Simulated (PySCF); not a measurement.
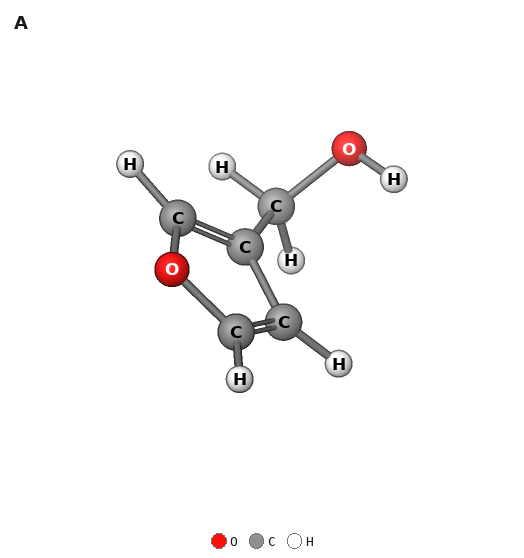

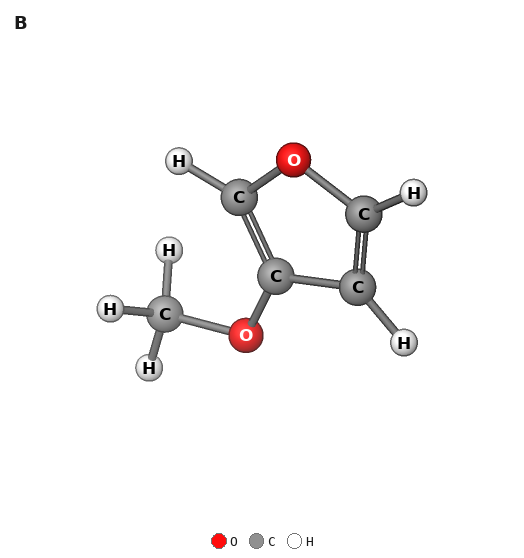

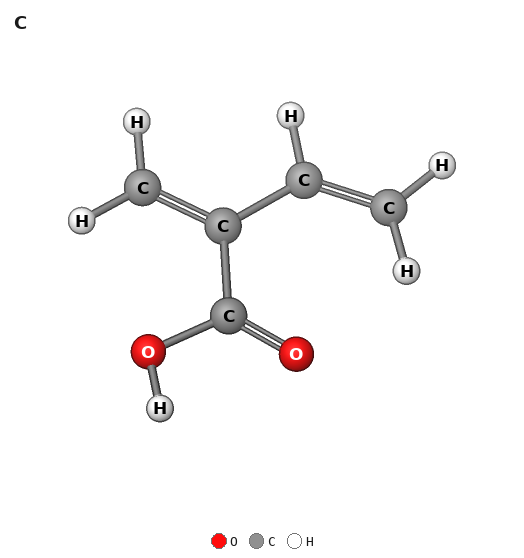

3 stationary structures of one formula. Geometries: PBE0-D3(BJ)/def2-SVP. Electronic energies: PBE0-D3(BJ)/def2-SVP (PySCF 2.14.0), without zero-point energy. No frequency run is at hand to confirm each as a minimum. Each is one conformer, not always the lowest.

> Which structure is the most stable?

C is lowest; A lies 6.6 kcal/mol above it, B lies 12.6 kcal/mol above it. A is `OCc1ccoc1`, B is `COc1ccoc1`, C is `C=CC(=C)C(=O)O`.
